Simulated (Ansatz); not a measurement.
# One shape, several levels: SnH3Cl (SMILES [H][Sn]([H])([H])[Cl])

We compute a comparison of 6 runs (BHLYP/STO-3G, PBE/STO-3G, RPA@PBE/STO-3G, MP2/STO-3G, UMP2/STO-3G, UCCSD(T)/STO-3G) of SnH3Cl. 

The results are computed with Ansatz 0.2.0.

58 further runs of the same task are left out: 6 that didn't finish, 52 set aside as unsound or not needed.

### Step 1. The system as given

The species is SnH3Cl (5 atoms), meant as a singlet with charge 0. As SMILES, `[H][Sn]([H])([H])[Cl]`. The H5–Sn1 distance was set to 3.348 Å, away from the relaxed value. At this shape a bond of the SMILES string is far longer than usual.

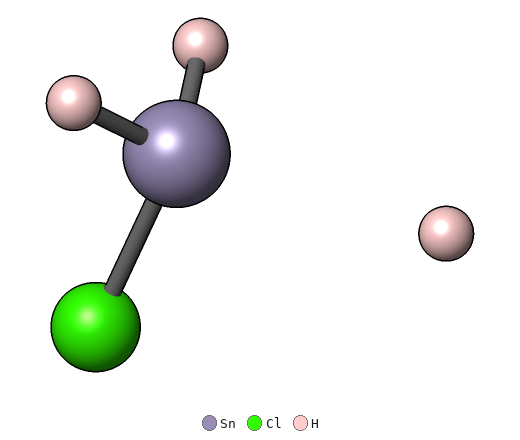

Viewed from a chosen angle; tin purple, chlorine green, hydrogen pink.

### Step 2. The energy at BHLYP/STO-3G (run 1)

The input, input.yaml:

```yaml
crystal:
  periodic: [false, false, false]
  atoms:
    - symbol: Sn
      position_ang: [0.795193, 1.374780, 0.388205]
    - symbol: Cl
      position_ang: [0.806773, 1.354630, 2.668785]
    - symbol: H
      position_ang: [2.381853, 1.384860, -0.144315]
    - symbol: H
      position_ang: [-0.007817, 2.754380, -0.116305]
    - symbol: H
      position_ang: [-0.795190, -1.373000, -0.673310]
basis:
  gaussian: {orbitals: STO-3G}
hamiltonian: {xc: {name: BHLYP}}
accuracy: high
```

On the command line:

```sh
ansatz run input.yaml --threads 1 --pin off --max-ram 2610MiB --events-out events.jsonl --progress --plain --runs-dir runs
```

Standard output:

```text
Warning: RAYON_NUM_THREADS=1 ignored (pool sized by the plan → 1); use --threads N
Functional definition: BHLYP
  name "BHLYP"
  parameter a = 0.5
  exchange = (1 - a)*b88_x + a*exact_x
  correlation = lyp_c
709 factors; integrals over basis functions are off by at most 4.9e-9 eV
mean field evaluation 1: about -174755.1883 eV, gradient 1.9e1 eV
mean field evaluation 2: about -174751.9762 eV, gradient 1.6e1 eV
mean field evaluation 4: about -174759.4276 eV, gradient 1.2e1 eV
mean field evaluation 8: about -174759.4029 eV, gradient 1.2e1 eV
mean field evaluation 16: about -174760.7608 eV, gradient 1.3e-8 eV
mean field -174760.76082963 eV, -6422.3395033906 hartree, gradient 1.6e-8 eV, S^2 0.000000; 0 other end points of the search recorded, 0 dependent functions left out
reference -174760.76085092 eV, -6422.3395041729 hartree; 35, 35 occupied and 4, 4 virtual orbitals, 709 factors
Total energy: -174760.76085092 eV, -6422.3395041729 hartree
```

It took 2.7 s on 1 thread of Arm Neoverse V1, shared host; peak memory 0.13 GiB.

### Step 3. The energy at PBE/STO-3G (run 2)

The input, run.yaml:

```yaml
crystal:
  periodic: [false, false, false]
  atoms:
    - symbol: Sn
      position_ang: [0.795193, 1.374780, 0.388205]
    - symbol: Cl
      position_ang: [0.806773, 1.354630, 2.668785]
    - symbol: H
      position_ang: [2.381853, 1.384860, -0.144315]
    - symbol: H
      position_ang: [-0.007817, 2.754380, -0.116305]
    - symbol: H
      position_ang: [-0.795190, -1.373000, -0.673310]
basis:
  gaussian:
    orbitals: STO-3G
accuracy: high
hamiltonian:
  xc: pbe
magnetization:
  spin_polarized: false
```

On the command line:

```sh
ansatz run run.yaml --threads 1 --pin off --max-ram 2610MiB --events-out events.jsonl --progress --plain --runs-dir runs
```

Standard output:

```text
Warning: RAYON_NUM_THREADS=1 ignored (pool sized by the plan → 1); use --threads N
Functional definition: PBE
  name "PBE"
  parameter kappa = 0.804
  parameter beta = 0.06672455060314922
  exchange = pbe_x(kappa = kappa, mu = beta*pi^2/3)
  correlation = pbe_c(beta = beta)
709 factors; integrals over basis functions are off by at most 4.9e-9 eV
mean field evaluation 1: about -174726.4623 eV, gradient 2.4e1 eV
mean field evaluation 2: about -174721.0841 eV, gradient 2.3e1 eV
mean field evaluation 4: about -174730.2348 eV, gradient 1.7e1 eV
mean field evaluation 8: about -174733.7899 eV, gradient 3.3e0 eV
mean field evaluation 16: about -174730.9091 eV, gradient 5.5e0 eV
mean field -174733.86810973 eV, -6421.3512141628 hartree, gradient 9.9e-8 eV, S^2 0.000000; 0 other end points of the search recorded, 0 dependent functions left out
reference -174733.86811177 eV, -6421.3512142377 hartree; 35, 35 occupied and 4, 4 virtual orbitals, 709 factors
Total energy: -174733.86811177 eV, -6421.3512142377 hartree
```

Wall time 2.6 s (1 thread of Arm Neoverse V1, shared host); peak memory 0.11 GiB.

Runs 3 to 4 aren't shown in full; the table further down has their settings and results.

### Step 4. A single-point energy at UMP2/STO-3G (run 5)

The input, in.yaml:

```yaml
crystal:
  periodic: [false, false, false]
  atoms:
    - {symbol: Sn, position_ang: [0.795193, 1.374780, 0.388205]}
    - {symbol: Cl, position_ang: [0.806773, 1.354630, 2.668785]}
    - {symbol: H, position_ang: [2.381853, 1.384860, -0.144315]}
    - {symbol: H, position_ang: [-0.007817, 2.754380, -0.116305]}
    - {symbol: H, position_ang: [-0.795190, -1.373000, -0.673310]}
basis:
  gaussian:
    orbitals: STO-3G
magnetization:
  spin_polarized: true
  initial_magnetization: 0
correlation:
  method: mp2
  frozen_orbitals: {Cl: 5, H: 0, Sn: 18}
accuracy: high
```

On the command line:

```sh
ansatz run in.yaml --threads 1 --pin off --max-ram 2610MiB --events-out events.jsonl --progress --plain --runs-dir runs
```

Standard output (excerpt; [...] marks lines left out):

```text
Warning: RAYON_NUM_THREADS=1 ignored (pool sized by the plan → 1); use --threads N
Functional definition: HF
  name "HF"
[...]
709 factors; integrals over basis functions are off by at most 4.9e-9 eV
[...]
mean field -174684.81238390 eV, -6419.5484494897 hartree, gradient 2.8e-8 eV, S^2 0.974567; 6 other end points of the search recorded, 0 dependent functions left out
23 core orbitals not correlated: weight in the atoms' cores, before any rotation towards them, 1.000 or more for the frozen orbitals, at most 0.000 for the correlated occupied ones
reference -174684.81238390 eV, -6419.5484494897 hartree; 12, 12 occupied and 4, 4 virtual orbitals, 709 factors
second order -0.79110457 eV of doubles, -0.00000000 eV of singles
Total energy: -174685.60348847 eV, -6419.5775220465 hartree
```

Run time: 1.6 s. Hardware: 1 thread of Arm Neoverse V1, shared host; peak memory 0.13 GiB.

### Step 5. A single-point energy at UCCSD(T)/STO-3G (run 6)

in.yaml: that of step 4 with these lines changed.

```diff
@@ -15,4 +15,6 @@
 correlation:
-  method: mp2
+  method: ccsd_t
   frozen_orbitals: {Cl: 5, H: 0, Sn: 18}
 accuracy: high
+scf:
+  omitted_lower_state_checks: [cluster_reference, increment]
```

On the command line:

```sh
ansatz run in.yaml --threads 1 --pin off --max-ram 2610MiB --events-out events.jsonl --progress --plain --runs-dir runs
```

Standard output (excerpt; [...] marks lines left out):

```text
Warning: RAYON_NUM_THREADS=1 ignored (pool sized by the plan → 1); use --threads N
Functional definition: HF
  name "HF"
[...]
709 factors; integrals over basis functions are off by at most 4.9e-9 eV
[...]
mean field -174684.81238390 eV, -6419.5484494897 hartree, gradient 2.8e-8 eV, S^2 0.974567; 6 other end points of the search recorded, 0 dependent functions left out
23 core orbitals not correlated: weight in the atoms' cores, before any rotation towards them, 1.000 or more for the frozen orbitals, at most 0.000 for the correlated occupied ones
reference -174684.81238390 eV, -6419.5484494897 hartree; 12, 12 occupied and 4, 4 virtual orbitals, 709 factors
second order -0.79110457 eV of doubles, -0.00000000 eV of singles
cycle   1  -1.03132126 eV  change   -2.4e-1 eV  update   4.8e-2
[...]
cycle  26  -1.23922601 eV  change   8.2e-10 eV  update  5.8e-10
perturbative correction -0.03193616 eV, -0.0011736324 hartree
Total energy: -174686.08354607 eV, -6419.5951638379 hartree
Checks for a lower state left out: cluster_reference, increment
```

It took 2 s on 1 thread of Arm Neoverse V1, shared host; peak memory 0.13 GiB.

### Step 6. The series

```tsv
run	level	frozen core orbitals	energy (Eh)	wall time
1	BHLYP/STO-3G	–	-6422.339504	2.7 s
2	PBE/STO-3G	–	-6421.351214	2.6 s
3	RPA@PBE/STO-3G	23	-6419.596530	4.2 s
4	MP2/STO-3G	23	-6419.518893	0.94 s
5	UMP2/STO-3G	23	-6419.577522	1.6 s
6	UCCSD(T)/STO-3G	23	-6419.595164	2 s
```

### Step 7. Outcome

| quantity | value |
| --- | --- |
| run 6: total energy | -6419.59516 Eh |
| run 6: correlation energy (23 core orbitals frozen) | -46.7 mEh |
| run 6: (T) correction | -1.17 mEh |
| run 6: ⟨S²⟩ of the reference determinant | 0.975 |
| run 6: T1 diagnostic | 0.016 |

What this shows: Totals of different functionals can't be ranked against each other. In runs 3, 4 the log says that unrestricted orbitals would lower the reference, so the values rest on an unstable closed-shell determinant (other closed-shell runs at this shape may share the fault). In runs 1, 2, 3, 4, 5, 6 the basis is minimal, so the values are rough. In runs 1, 2, 3, 4 a closed-shell determinant meets a far-stretched bond, which it describes badly. In runs 1, 2, 3, 4, 5, 6 relativity is left out where basis or elements ask for it. Spin contamination of the reference: run 5 ⟨S²⟩ = 0.97, run 6 ⟨S²⟩ = 0.97. Where it is this large, the reference is a mixture of spin states, and values that rest on it are in doubt. All runs together took 14 s, the longest 4.2 s.
